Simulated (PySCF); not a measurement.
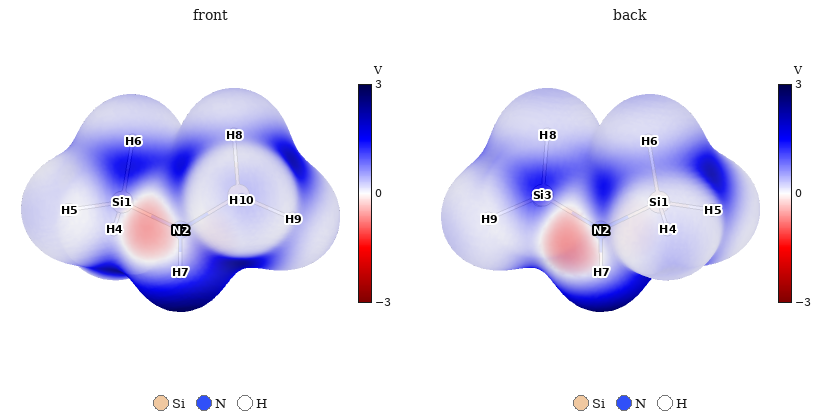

*H₇NSi₂. The electrostatic potential painted on the density surface at 0.004 e/bohr³, seen from the front and from behind; red is negative and blue positive.*

Geometry: PBE0-D3(BJ)/def2-SVP.

Computed with PBE0/pcSseg-2, SCF density, gas phase, non-relativistic (PySCF 2.14.0).

```xyz
10

Si   -1.5424    0.0270   -0.3152
N    -0.0712    0.0124    0.6140
Si    1.5805   -0.0413    0.0671
H    -2.4684   -1.0708    0.1077
H    -2.2963    1.3137   -0.1768
H    -1.1663   -0.1651   -1.7459
H    -0.1921    0.0644    1.6230
H     1.5540   -0.2155   -1.4140
H     2.3267   -1.1800    0.6897
H     2.3346    1.2099    0.3973
```

Where is the surface potential most negative and most positive?

The most negative region (about −0.6 V) lies over N2, the most positive (about +2.7 V) over H7.

What dipole moment does the calculation give?

Its dipole moment is 0.85 D.
